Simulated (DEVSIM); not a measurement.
Structure: Pt/HfO2/p-In0.53Ga0.47As capacitor, at 300 K.

| layer (left to right) | material | thickness (nm) | Na (cm⁻³) |
|---|---|---|---|
| 1 | HfO2 | 5.40 | - |
| 2 | In0.53Ga0.47As | 5400 | 1.1e16 |

Metal gate on the left, work function 5.6 eV. Fixed charge at the semiconductor interface 1.6e11 cm⁻² (in units of +e); no interface traps.

This is a model device: material constants are rounded textbook-type values typed into the input, and sizes, dopings and lifetimes were drawn at random. Values at 300 K.

```
parameter      HfO2  In0.53Ga0.47As
-------------  ----  --------------
gap (eV)        5.7            0.74
affinity (eV)   2.5            4.51
permittivity     22            13.9
Nc (cm⁻³)         -          2.1e17
Nv (cm⁻³)         -          7.7e18
```

Model (solved in DEVSIM): 1D Poisson equation in equilibrium, Boltzmann statistics, complete ionisation; no quantum confinement or tunnelling. Metal contacts follow the ideal Schottky-Mott rule: no Fermi-level pinning, no interface dipoles.

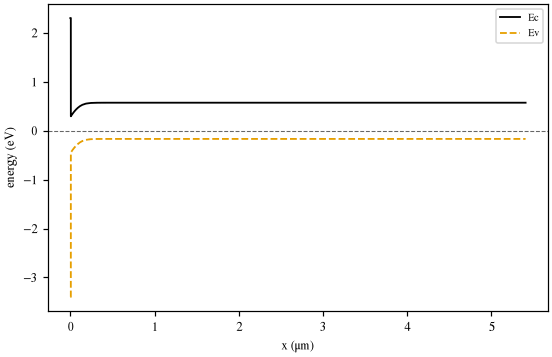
Figure: Band edges at 0.8 V on the gate

Energies count from the Fermi level of the right contact; mesh points crowd at the junctions.

```
x (μm)    Ec (eV)  Ev (eV)  n (cm⁻³)  p (cm⁻³)  field (V/cm)
--------  -------  -------  --------  --------  ------------
0.000       2.300   -3.400     < 1e2     < 1e2          3800
0.001204    2.300   -3.400     < 1e2     < 1e2          3800
0.002965    2.301   -3.399     < 1e2     < 1e2          3800
0.004620    2.302   -3.398     < 1e2     < 1e2          3800
0.006169    0.294   -0.446    2.4e12    2.5e11         27000
0.008591    0.301   -0.439    1.9e12    3.2e11         26000
0.01373     0.314   -0.426    1.1e12    5.4e11         26000
0.03230     0.359   -0.381    1.9e11    3.1e12         23000
0.06752     0.432   -0.308    1.2e10    5.1e13         18000
0.1422      0.527   -0.213     2.9e8    2.1e15          8000
0.3154      0.570   -0.170     5.6e7    1.1e16           230
0.9244      0.571   -0.169     5.4e7    1.1e16           ≈ 0
2.079       0.571   -0.169     5.4e7    1.1e16           ≈ 0
3.782       0.571   -0.169     5.4e7    1.1e16           ≈ 0
4.857       0.571   -0.169     5.4e7    1.1e16           ≈ 0
5.163       0.571   -0.169     5.4e7    1.1e16           ≈ 0
5.295       0.571   -0.169     5.4e7    1.1e16           ≈ 0
5.357       0.571   -0.169     5.4e7    1.1e16           ≈ 0
5.390       0.571   -0.169     5.4e7    1.1e16           ≈ 0
5.399       0.571   -0.169     5.4e7    1.1e16           ≈ 0
5.403       0.571   -0.169     5.4e7    1.1e16           ≈ 0
5.405       0.571   -0.169     5.4e7    1.1e16           ≈ 0
```
